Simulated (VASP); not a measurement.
Here is the system:

```
Al
1.0
    0.00000     1.98889     1.98889
    1.98889     0.00000     1.98889
    1.98889     1.98889     0.00000
Al
1
Cartesian
  0.00000   0.00000   0.00000
```

The numbers are results of PBE GGA with D3 dispersion (Becke-Johnson damping), VASP's PBE PAW potentials (set 64) (plane waves; VASP), not measurements. Run with 520 eV cut-off, 18×18×18 Γ-centred mesh, tetrahedra with Blöchl corrections, potentials Al.

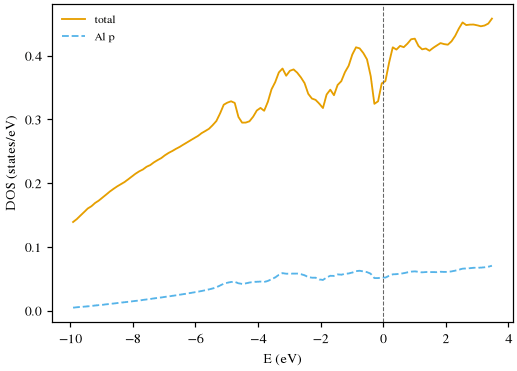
Figure: Total and projected density of states, zero at the Fermi level

Within 2 eV below the Fermi level the largest weight inside VASP's projection spheres is Al p, then Al s.

It has no gap at this level: it comes out as a metal or semimetal.

The compound is Al in the fcc structure. It was relaxed first, which changed the volume by -5 %.
